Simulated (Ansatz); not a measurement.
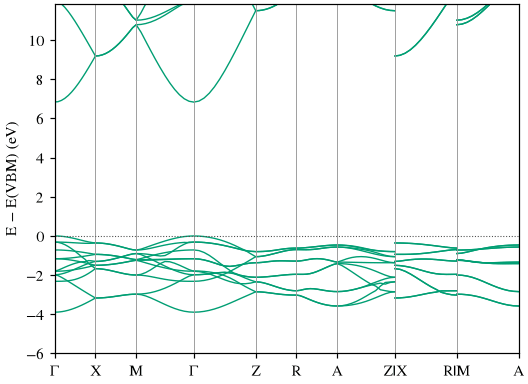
Figure: Band structure from PBE in the plane-wave PAW code Ansatz

Q: Read off the gap and where the band edges lie.

A: About 6.8 eV (6.84 eV by a search for the band edges); maximum at Γ, minimum at Γ.

The material is MgF$_{2}$ (rutile, space group No. 136).

Space group P4_2/mnm (rutile). The PBE relaxation kept the symmetry of its start.

Potentials: the later of the program's two PAW sets.
